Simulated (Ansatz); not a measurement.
# MoW3: the cost of one run

Method: DFT PBE, scalar-relativistic, plane waves, PAW, in Ansatz 0.2.0.

## (1) The structure to begin with

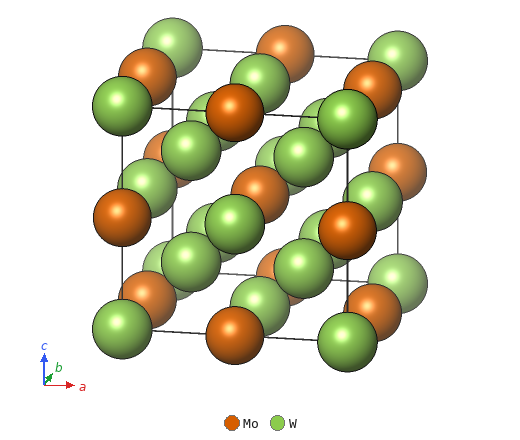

The starting structure, seen slightly off an axis (molybdenum orange, tungsten green). Atoms on the faces are drawn again on the opposite ones. The cell drawn here is the conventional one.

Coordinates:

```xyz
4
Lattice="0.0000 3.1802 3.1802 3.1802 0.0000 3.1802 3.1802 3.1802 0.0000" Properties=species:S:1:pos:R:3 pbc="T T T"
Mo    3.1802    3.1802    3.1802
W     4.7703    4.7703    4.7703
W     1.5901    1.5901    1.5901
W     0.0000    0.0000    0.0000
```

A structure generator made this guess: species swapped into a database cell of BiPd3 (Fm-3m, No. 225), with Mo on the Bi sites and W on the Pd sites. Its size is a rough estimate.

## (2) A first look at the guess

The input, input.yaml:

```yaml
crystal:
  lattice:
    - [0.0, 3.18018991, 3.18018991]
    - [3.18018991, 0.0, 3.18018991]
    - [3.18018991, 3.18018991, 0.0]
  atoms:
    - { symbol: Mo, position: [0.5, 0.5, 0.5] }
    - { symbol: W, position: [0.75, 0.75, 0.75] }
    - { symbol: W, position: [0.25, 0.25, 0.25] }
    - { symbol: W, position: [0.0, 0.0, 0.0] }
basis:
  ecutwfc: 420
kpoints:
  mp_grid: { grid: [6, 6, 6] }
hamiltonian:
  xc: pbe
scf:
  occupations: { method: gaussian, width: 0.1 }
  lower_state_search: "off"
output:
  forces: true
  stress: true
  eigenvalues: true
```

The run is started by

```sh
ansatz run input.yaml --threads 1 --pin off --max-ram 2560MiB --backend cpu --events-out ev --progress --plain --runs-dir out
```

What time and memory should one allow on 1 thread of Arm Neoverse V1, shared host?

About 2 s, with a peak of 0.33 GiB.
